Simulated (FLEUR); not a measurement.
# Fixed-spin-moment curve of MnHg with FLEUR

Aim: the energy of MnHg as a function of its total spin moment.

Method: PBE; all-electron FLAPW, Dirac cores, scalar-relativistic bands, in FLEUR MaX-R8.1.

## Step 1: Set-up

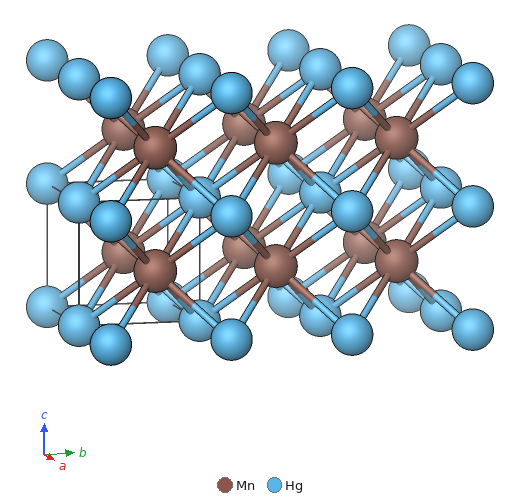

The starting structure, seen slightly off an axis (manganese brown, mercury blue). 2×3×2 cells are drawn. Some periodic images of atoms are drawn too.

## Step 2: The free run

The free run tells which range of moments is worth scanning.

inpgen writes inp.xml from crystal.txt; cutoffs, mixing, functional, smearing and local orbitals are then set in the file. The k list default-1 (kpts.xml, not shown) is a Γ-centred 10×10×10 mesh; where the ranks do not divide the number of points, some are split in two of half the weight.

File inp.xml:

```
<?xml version="1.0" encoding="UTF-8" standalone="no"?>
<fleurInput fleurInputVersion="0.39">
   <comment>
      MnHg
   </comment>
   <calculationSetup>
      <cutoffs Kmax="3.6" Gmax="10.8" GmaxXC="10.8" numbands="0"/>
      <scfLoop itmax="120" minDistance="0.00002" maxIterBroyd="15" imix="Anderson" alpha="0.05" precondParam="0.0" spinf="2.0" sdNocoIR="T"/>
      <coreElectrons ctail="T" frcor="F" kcrel="0" coretail_lmax="0"/>
      <xcFunctional name="pbe" relativisticCorrections="F"/>
      <magnetism jspins="2"/>
      <soc l_soc="F" theta="0.0" phi="0.0" spav="F"/>
      <expertModes spex="0" secvar="F"/>
      <geometryOptimization l_f="F" forcealpha="1.0" forcemix="BFGS" epsdisp="0.00001" epsforce="0.00001"/>
      <ldaU l_linMix="F" mixParam="0.05" spinf="1.0"/>
   </calculationSetup>
   <cell>
      <bzIntegration valenceElectrons="33.0" mode="hist" fermiSmearingEnergy="0.00183747">
         <kPointListSelection listName="default-1"/>
         <xi:include xmlns:xi="http://www.w3.org/2001/XInclude" href="kpts.xml"> </xi:include>
      </bzIntegration>
      <xi:include xmlns:xi="http://www.w3.org/2001/XInclude" href="sym.xml"> </xi:include>
      <bulkLattice scale="1.0">
         <bravaisMatrix>
            <row-1>    6.2644421030489994     0.0000000000000000     0.0000000000000000</row-1>
            <row-2>    0.0000000000000000     6.2644421030489994     0.0000000000000000</row-2>
            <row-3>    0.0000000000000000     0.0000000000000000     6.2644421030489994</row-3>
         </bravaisMatrix>
      </bulkLattice>
   </cell>
   <atomSpecies>
      <species name="Manganese 3.501" element="Mn" atomicNumber="25">
         <mtSphere radius="2.64" gridPoints="873" logIncrement="0.014"/>
         <atomicCutoffs lmax="10" lnonsphr="8"/>
         <electronConfig flipSpins="F">
            <coreConfig>(1s1/2) (2s1/2) (2p1/2) (2p3/2)</coreConfig>
            <valenceConfig>(3s1/2) (3p1/2) (3p3/2) (4s1/2) (3d3/2) (3d5/2)</valenceConfig>
            <stateOccupation state="(3d3/2)" spinUp="1.2505" spinDown="0.7495"/>
            <stateOccupation state="(3d5/2)" spinUp="3.0" spinDown="0.0"/>
         </electronConfig>
         <energyParameters s="4" p="4" d="3" f="4"/>
         <lo type="SCLO" l="0" n="3" eDeriv="0"/>
         <lo type="SCLO" l="1" n="3" eDeriv="0"/>
      </species>
      <species name="Mercury (Hg)" element="Hg" atomicNumber="80">
         <mtSphere radius="2.64" gridPoints="873" logIncrement="0.015"/>
         <atomicCutoffs lmax="10" lnonsphr="8"/>
         <electronConfig flipSpins="F">
            <coreConfig>(1s1/2) (2s1/2) (2p1/2) (2p3/2) (3s1/2) (3p1/2) (3p3/2) (4s1/2) (3d3/2) (3d5/2) (4p1/2) (4p3/2) (5s1/2) (4d3/2) (4d5/2) (4f5/2) (4f7/2)</coreConfig>
            <valenceConfig>(5p1/2) (5p3/2) (6s1/2) (5d3/2) (5d5/2)</valenceConfig>
         </electronConfig>
         <energyParameters s="6" p="6" d="5" f="5"/>
         <lo type="SCLO" l="1" n="5" eDeriv="0"/>
      </species>
   </atomSpecies>
   <atomGroups>
      <atomGroup species="Manganese 3.501">
         <relPos label="                   1">1.000/2.000 1.000/2.000 1.000/2.000</relPos>
         <force calculate="T" relaxXYZ="TTT"/>
      </atomGroup>
      <atomGroup species="Mercury (Hg)">
         <relPos label="                   2">.0000000000 .0000000000 .0000000000</relPos>
         <force calculate="T" relaxXYZ="TTT"/>
      </atomGroup>
   </atomGroups>
   <output dos="F" band="F" slice="F">
      <bandDOS minEnergy="-.5*Htr" maxEnergy="0.5*Htr" sigma="0.015" storeEVData="T"/>
      <plotting iplot="0" polar="F">
         <plot TwoD="T" vec1="  1.0  0.0  0.0" vec2="  0.0  1.0  0.0" vec3="  0.0  0.0  1.0" zero="  0.0  0.0  0.0" file="plot"/>
      </plotting>
      <moessbauerParams electricFieldGradient="F" isomerShift="F" coreHyperfine="F" valenceHyperfine="F"/>
   </output>
</fleurInput>
```

File crystal.txt:

```
MnHg
&input film=F cartesian=F /
3.31500000000  0.00000000000  0.00000000000
0.00000000000  3.31500000000  0.00000000000
0.00000000000  0.00000000000  3.31500000000
1.8897261246
1.0 1.0 1.0

2
25 0.50000000000  0.50000000000  0.50000000000 : 3.501
80 0.00000000000  0.00000000000  0.00000000000

&kpt div1=10 div2=10 div3=10 gamma=T /
```

Launch:

```
> OMP_NUM_THREADS=1 inpgen -f crystal.txt > inpgen.log  # inp.xml is then edited as shown
> OMP_NUM_THREADS=1 mpirun -n 4 fleur_MPI > fleur.log
```

Output:

```text
Welcome to FLEUR        (www.flapw.de)
      MaX-Release 8.1          (www.max-centre.eu)

 ========== k-point set info ==========
 Selected k-point list: default-1
 k-point list type: mesh
 10 x 10 x 10
 Number of k points: 56

 ------------Calculation Setup---------------------------
 Number of MPI-tasks      :            4
 Number of PE/node        :            4
 Number of OMP-threads    :            1
 k-points in parallel     :            4
 pe's per k-point         :            1
 No of k-point loops      :           14
 Eigenvalue solver        :       lapack
 Number of basis functions:          220
 Approximate size of matrices (H+S) per k-point:         0.001 GB
 --------------------------------------------------------
 Iteration:     1   Distance:      17.98824766 me/bohr^3
 Iteration:     2   Distance:      13.67591592 me/bohr^3
 Iteration:     3   Distance:       8.16936681 me/bohr^3
 Iteration:     4   Distance:       5.25819020 me/bohr^3
 Iteration:     5   Distance:       4.37713789 me/bohr^3
 Iteration:     6   Distance:       3.39592403 me/bohr^3
 Iteration:     7   Distance:       2.02818696 me/bohr^3
 Iteration:     8   Distance:       1.21116100 me/bohr^3
 Iteration:     9   Distance:       1.07030960 me/bohr^3
 Iteration:    10   Distance:       0.43525188 me/bohr^3
 Iteration:    11   Distance:       0.28754424 me/bohr^3
 Iteration:    12   Distance:       0.05546405 me/bohr^3
 Iteration:    13   Distance:       0.05600663 me/bohr^3
 Iteration:    14   Distance:       0.00932571 me/bohr^3
 Iteration:    15   Distance:       0.00932514 me/bohr^3
 Iteration:    16   Distance:       0.00897204 me/bohr^3
 Iteration:    17   Distance:       0.00335785 me/bohr^3
 Iteration:    18   Distance:       0.00137390 me/bohr^3
 Iteration:    19   Distance:       0.00079679 me/bohr^3
 Iteration:    20   Distance:       0.00051621 me/bohr^3
 Iteration:    21   Distance:       0.00074710 me/bohr^3
 Iteration:    22   Distance:       0.00012515 me/bohr^3
 Iteration:    23   Distance:       0.00002612 me/bohr^3
 Iteration:    24   Distance:       0.00003815 me/bohr^3
 Iteration:    25   Distance:       0.00000656 me/bohr^3

 ********************************************************************
 Run finished successfully
 Stop message:
   all done
 ********************************************************************

--- out.xml (last complete iteration) ---
<iteration numberForCurrentRun="   25" overallNumber="   25">
         [... left out ...]
         <bandgap value="0.0068138526" units="eV"/>
         <sumValenceSingleParticleEnergies value="-23.7796548136" units="Htr"/>
         <FermiEnergy value="0.3209925257" units="Htr"/>
         <valenceDensity>
            <mtCharges spin="1">
               <mtCharge atomType="1" total="9.0059252" s="1.2158102" p="3.2036679" d="4.5680260" f="0.0133522"/>
               <mtCharge atomType="2" total="8.3360781" s="0.3966050" p="3.2371162" d="4.6838066" f="0.0144638"/>
            </mtCharges>
            <mtCharges spin="2">
               <mtCharge atomType="1" total="5.0746779" s="1.1782244" p="3.1883549" d="0.6899958" f="0.0131295"/>
               <mtCharge atomType="2" total="8.3799313" s="0.4404536" p="3.2974475" d="4.6346025" f="0.0059393"/>
            </mtCharges>
            <spinDependentCharge spin="1" total="18.4513672" interstitial="1.1093640" mtSpheres="17.3420033"/>
            <spinDependentCharge spin="2" total="14.5486328" interstitial="1.0940236" mtSpheres="13.4546091"/>
            <totalCharge value="33.0000000000"/>
         </valenceDensity>
         [... left out ...]
         <allElectronCharges>
            <spinDependentCharge spin="1" total="54.4513672" interstitial="1.1094456" mtSpheres="53.3419217"/>
            <spinDependentCharge spin="2" total="50.5486328" interstitial="1.0941061" mtSpheres="49.4545267"/>
            <totalCharge value="104.9999999948"/>
         </allElectronCharges>
         <magneticMomentsInMTSpheres units="muBohr">
            <globalMagMoment atomType="1" vec="0.00000   0.00000   3.93125"/>
            <localMagMoment atomType="1" vec="0.00000   0.00000   3.93125"/>
            <globalMagMoment atomType="2" vec="0.00000   0.00000  -0.04385"/>
            <localMagMoment atomType="2" vec="0.00000   0.00000  -0.04385"/>
         </magneticMomentsInMTSpheres>
         <moessbauerParams unitsHFF="kG" unitsIS="e/bohr^3" unitsEFG="Htr/bohr^2">
         </moessbauerParams>
         <totalEnergy value="   -20820.4443374215" units="Htr">
            <sumOfEigenvalues value="   -12785.0770389613">
               <coreElectrons value="-12761.2973841478"/>
               <valenceElectrons value="-23.7796548136"/>
            </sumOfEigenvalues>
            <densityCoulombPotentialIntegral value="-36090.5527811276"/>
            <densityEffectivePotentialIntegral value="-36647.6065632983"/>
            <chargeDenXCDenIntegral value="-426.0814283803"/>
            <FockExchangeEnergyValence value="0.0000000000"/>
            <FockExchangeEnergyCore value="0.0000000000"/>
            <atomTypeDependentContributions atomType="1">
               <electronNucleiInteractionDifferentMTs value="1382.0338565443"/>
               <MadelungTerm value="-8.4053379823"/>
            </atomTypeDependentContributions>
            <atomTypeDependentContributions atomType="2">
               <electronNucleiInteractionDifferentMTs value="24789.1243152597"/>
               <MadelungTerm value="-32.0525330280"/>
            </atomTypeDependentContributions>
            <tkbTimesEntropy value="0.0005847187"/>
            <freeEnergy value="-20820.4449221402"/>
            <extrapolationTo0K value="-20820.4446297808"/>
         </totalEnergy>
         <densityConvergence units="me/bohr^3">
            <chargeDensity spin="1" distance="0.0000017752"/>
            <chargeDensity spin="2" distance="0.0000051437"/>
            <overallChargeDensity distance="0.0000040239"/>
            <spinDensity distance="0.0000065594"/>
         </densityConvergence>
      </iteration>
```

Wall time 32 s (4 MPI ranks of Intel Xeon Platinum 8259CL at 2.50GHz (Skylake/Cascade Lake), shared host); peak memory 0.27 GiB.

Spin moment in the muffin-tin sphere by atom:

```csv
atom,spin moment in the muffin-tin sphere (μB)
Mn1,3.93
Hg2,-0.04
```

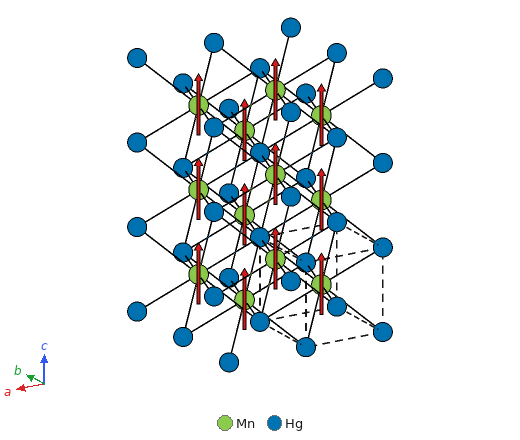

Spin moment in the muffin-tin sphere as arrows, the longest 3.93 μB. Up and down stand for the sign. Arrows give size and sign along the axis of quantisation, drawn up and down the page. 2×2×3 cells are drawn. Some periodic images of atoms are drawn too.

Read from the output:

| Property | Result |
| --- | --- |
| free energy | -566553.1686 eV |
| program's band gap on this mesh (in a metal only a level spacing) | 0.006814 eV |
| magnetization | 3.903 μB |
| final state | ferromagnetic |

After 25 cycles the largest moment stands at 3.93 μB.

## Step 3: No spin polarisation

inp.xml: that of step 2 with these lines changed.

```diff
@@ -10,3 +10,3 @@
       <xcFunctional name="pbe" relativisticCorrections="F"/>
-      <magnetism jspins="2"/>
+      <magnetism jspins="1"/>
       <soc l_soc="F" theta="0.0" phi="0.0" spav="F"/>
@@ -31,3 +31,3 @@
    <atomSpecies>
-      <species name="Manganese 3.501" element="Mn" atomicNumber="25">
+      <species name="Manganese (Mn)" element="Mn" atomicNumber="25">
          <mtSphere radius="2.64" gridPoints="873" logIncrement="0.014"/>
@@ -37,4 +37,4 @@
             <valenceConfig>(3s1/2) (3p1/2) (3p3/2) (4s1/2) (3d3/2) (3d5/2)</valenceConfig>
-            <stateOccupation state="(3d3/2)" spinUp="1.2505" spinDown="0.7495"/>
-            <stateOccupation state="(3d5/2)" spinUp="3.0" spinDown="0.0"/>
+            <stateOccupation state="(3d3/2)" spinUp="1.000000" spinDown="1.000000"/>
+            <stateOccupation state="(3d5/2)" spinUp="1.500000" spinDown="1.500000"/>
          </electronConfig>
@@ -56,3 +56,3 @@
    <atomGroups>
-      <atomGroup species="Manganese 3.501">
+      <atomGroup species="Manganese (Mn)">
          <relPos label="                   1">1.000/2.000 1.000/2.000 1.000/2.000</relPos>
```

crystal.txt: that of step 2 with these lines changed.

```diff
@@ -9,3 +9,3 @@
 2
-25 0.50000000000  0.50000000000  0.50000000000 : 3.501
+25 0.50000000000  0.50000000000  0.50000000000
 80 0.00000000000  0.00000000000  0.00000000000
```

Output:

```text
[banner, memory and clock lines left out]
Welcome to FLEUR        (www.flapw.de)
      MaX-Release 8.1          (www.max-centre.eu)

 ========== k-point set info ==========
 Selected k-point list: default-1
 k-point list type: mesh
 10 x 10 x 10
 Number of k points: 56

 [... set-up left out ...]
 Iteration:     1   Distance:      24.09465998 me/bohr^3
 Iteration:     2   Distance:      15.65888875 me/bohr^3
 Iteration:     3   Distance:       9.73929886 me/bohr^3
 Iteration:     4   Distance:       8.39385652 me/bohr^3
 Iteration:     5   Distance:       8.44884258 me/bohr^3
 Iteration:     6   Distance:       4.45729409 me/bohr^3
 Iteration:     7   Distance:       2.70539397 me/bohr^3
 Iteration:     8   Distance:       0.57434821 me/bohr^3
 Iteration:     9   Distance:       0.36018704 me/bohr^3
 Iteration:    10   Distance:       0.07580233 me/bohr^3
 Iteration:    11   Distance:       0.09846856 me/bohr^3
 Iteration:    12   Distance:       0.00190092 me/bohr^3
 Iteration:    13   Distance:       0.00619996 me/bohr^3
 Iteration:    14   Distance:       0.00053902 me/bohr^3
 Iteration:    15   Distance:       0.00001851 me/bohr^3

 ********************************************************************
 Run finished successfully
 Stop message:
   all done
 ********************************************************************

--- out.xml (last complete iteration) ---
<iteration numberForCurrentRun="   15" overallNumber="   15">
         [... left out ...]
         <bandgap value="0.0077968720" units="eV"/>
         <sumValenceSingleParticleEnergies value="-23.8716935231" units="Htr"/>
         <FermiEnergy value="0.2917908386" units="Htr"/>
         [... left out ...]
         <totalEnergy value="   -20820.3900634966" units="Htr">
            <sumOfEigenvalues value="   -12786.0610956225">
               <coreElectrons value="-12762.1894020994"/>
               <valenceElectrons value="-23.8716935231"/>
            </sumOfEigenvalues>
         [... left out ...]
            <freeEnergy value="-20820.3916956655"/>
            <extrapolationTo0K value="-20820.3908795811"/>
         </totalEnergy>
         <densityConvergence units="me/bohr^3">
            <chargeDensity spin="1" distance="0.0000185054"/>
         </densityConvergence>
      </iteration>
```

It took 13 s on 4 MPI ranks; peak memory 0.24 GiB; 53 s of CPU time.

This step gave:

```yaml
free_energy: -566551.7202 eV
program_s_band_gap_on_this_mesh_in_a_metal_only_a_level_spacing: 0.007797 eV
final_state: non-magnetic (no spin polarisation)
```

Its energy lies +1448.4 meV a cell from the free run's.

## Step 4: Moment fixed at 3.952 μB

Two Fermi energies hold the total moment; the run starts from the free run's density.

inp.xml: that of step 3 with these lines changed.

```diff
@@ -10,3 +10,3 @@
       <xcFunctional name="pbe" relativisticCorrections="F"/>
-      <magnetism jspins="1"/>
+      <magnetism jspins="2" fixed_moment="3.952"/>
       <soc l_soc="F" theta="0.0" phi="0.0" spav="F"/>
@@ -31,3 +31,3 @@
    <atomSpecies>
-      <species name="Manganese (Mn)" element="Mn" atomicNumber="25">
+      <species name="Manganese 3.501" element="Mn" atomicNumber="25">
          <mtSphere radius="2.64" gridPoints="873" logIncrement="0.014"/>
@@ -37,4 +37,4 @@
             <valenceConfig>(3s1/2) (3p1/2) (3p3/2) (4s1/2) (3d3/2) (3d5/2)</valenceConfig>
-            <stateOccupation state="(3d3/2)" spinUp="1.000000" spinDown="1.000000"/>
-            <stateOccupation state="(3d5/2)" spinUp="1.500000" spinDown="1.500000"/>
+            <stateOccupation state="(3d3/2)" spinUp="1.2505" spinDown="0.7495"/>
+            <stateOccupation state="(3d5/2)" spinUp="3.0" spinDown="0.0"/>
          </electronConfig>
@@ -56,3 +56,3 @@
    <atomGroups>
-      <atomGroup species="Manganese (Mn)">
+      <atomGroup species="Manganese 3.501">
          <relPos label="                   1">1.000/2.000 1.000/2.000 1.000/2.000</relPos>
```

Launch:

```
> OMP_NUM_THREADS=1 mpirun -n 4 fleur_MPI > fleur.log
```

Output:

```text
[banner, memory and clock lines left out]
Welcome to FLEUR        (www.flapw.de)
      MaX-Release 8.1          (www.max-centre.eu)

 ========== k-point set info ==========
 Selected k-point list: default-1
 k-point list type: mesh
 10 x 10 x 10
 Number of k points: 56

 [... set-up left out ...]
 Iteration:     1   Distance:       0.46960738 me/bohr^3
 Iteration:     2   Distance:       0.45137073 me/bohr^3
 Iteration:     3   Distance:       0.27539186 me/bohr^3
 Iteration:     4   Distance:       0.02605702 me/bohr^3
 Iteration:     5   Distance:       0.02393507 me/bohr^3
 Iteration:     6   Distance:       0.01280176 me/bohr^3
 Iteration:     7   Distance:       0.00694968 me/bohr^3
 Iteration:     8   Distance:       0.00320765 me/bohr^3
 Iteration:     9   Distance:       0.00295065 me/bohr^3
 Iteration:    10   Distance:       0.00104157 me/bohr^3
 Iteration:    11   Distance:       0.00027055 me/bohr^3
 Iteration:    12   Distance:       0.00011673 me/bohr^3
 Iteration:    13   Distance:       0.00002673 me/bohr^3
 Iteration:    14   Distance:       0.00001765 me/bohr^3

 ********************************************************************
 Run finished successfully
 Stop message:
   all done
 ********************************************************************

--- out.xml (last complete iteration) ---
<iteration numberForCurrentRun="   14" overallNumber="   39">
         [... left out ...]
         <bandgap value="0.0033312297" units="eV"/>
         <sumValenceSingleParticleEnergies value="-11.7825782713" units="Htr"/>
         <bandgap value="0.0063173921" units="eV"/>
         <sumValenceSingleParticleEnergies value="-23.7803862470" units="Htr"/>
         <FermiEnergy value="0.3207646040" units="Htr"/>
         <FixedTotalMoment fermiEnergyUp="0.3235809521" fermiEnergyDown="0.3207646040" units="Htr"/>
         [... left out ...]
         <magneticMomentsInMTSpheres units="muBohr">
            <globalMagMoment atomType="1" vec="0.00000   0.00000   3.96329"/>
            <globalMagMoment atomType="2" vec="0.00000   0.00000  -0.03526"/>
         </magneticMomentsInMTSpheres>
         [... left out ...]
         <totalEnergy value="   -20820.4443665308" units="Htr">
            <sumOfEigenvalues value="   -12785.0548290465">
               <coreElectrons value="-12761.2744427995"/>
               <valenceElectrons value="-23.7803862470"/>
            </sumOfEigenvalues>
         [... left out ...]
            <freeEnergy value="-20820.4449137612"/>
            <extrapolationTo0K value="-20820.4446401460"/>
         </totalEnergy>
         <densityConvergence units="me/bohr^3">
            <chargeDensity spin="1" distance="0.0000033837"/>
            <chargeDensity spin="2" distance="0.0000150842"/>
            <overallChargeDensity distance="0.0000129050"/>
            <spinDensity distance="0.0000176473"/>
         </densityConvergence>
      </iteration>
```

It took 18 s on 4 MPI ranks; peak memory 0.26 GiB.

This step gave:

| Property | Result |
| --- | --- |
| magnetization | 3.952 μB |

Its energy lies +0.2 meV a cell from the free run's.

[end of part 1 of 2]

[Logs and program files are shortened in this print: banners, set-up blocks, solver, clock and traceback lines can be left out without a mark of their own.]

[Logs are printed without paths, hosts, clocks, repeated set-up lines and the standing remarks that a program may print on its own settings, such as how far it seeks lower states.]

[Hosts, paths, dates, database ids (printed as entryN), source tags and the programs' standing remarks are cut or masked in the printed files.]

[Where a cell is said to come from a database of computed structures, the database is the Materials Project.]
